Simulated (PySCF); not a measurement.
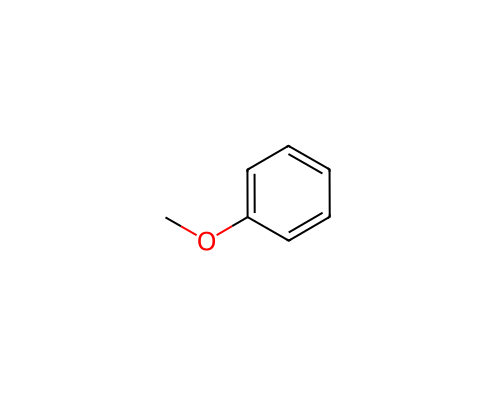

Computed geometry: GFN2-xTB optimisation. No frequency run is at hand to confirm it as a minimum. Level of theory: B3LYP/pcJ-1, gas phase (PySCF 2.14.0).

### Give the LUMO energy (Kohn–Sham orbital) at this level.

−0.30 eV.

### What is the HOMO energy (Kohn–Sham orbital)?

−6.21 eV.

### Give the dipole moment at this level.

1.38 D.
